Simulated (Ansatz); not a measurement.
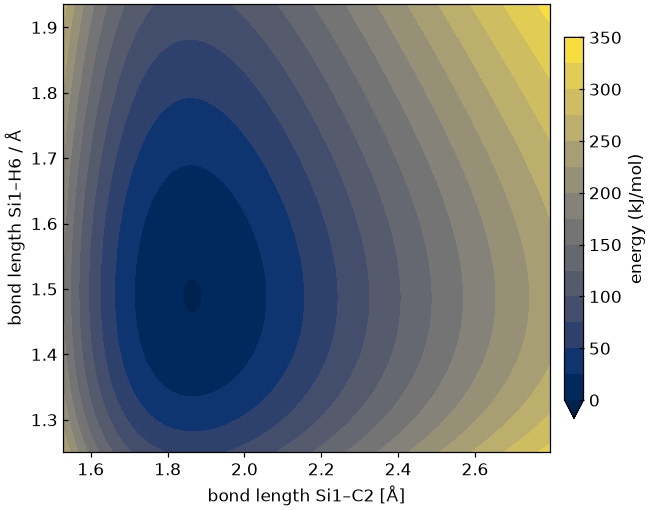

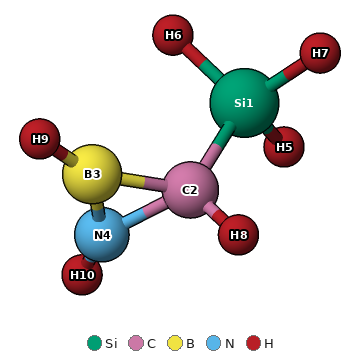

Energy landscape of CH₆BNSi, SMILES [SiH3]C1BN1. The first coordinate is: bond length Si1–C2; the second: bond length Si1–H6. Nothing is relaxed (all other coordinates rigid). Grid: 15 × 15 points. Points are written as (first, second). All energies are given in kJ/mol relative to the lowest grid point. The reference is spin-restricted, which grows unreliable where a bond is stretched far. The calculation used RKS PBE0-D4/def2-TZVP in Ansatz.

The picture shows filled contours. Between grid points the surface is interpolated. The second picture is the structure at the lowest point.

Where are the wells?

Answer. The lowest grid point is at (1.890 Å, 1.496 Å). No other kind of well shows on this grid. The highest grid point, (2.795 Å, 1.936 Å), lies 334 kJ/mol above the lowest. Round the minimum the contours are nearly round: the two directions are equally stiff and uncoupled.

Each point was launched as `ansatz run input.yaml --threads 1 --pin off --max-ram 2560MiB --backend cpu --events-out ev --progress --plain --runs-dir out`. Time for the 225 points that were run: 15 min on 1 thread of Intel(R) Xeon(R) 6975P-C (Granite Rapids), on a shared host.
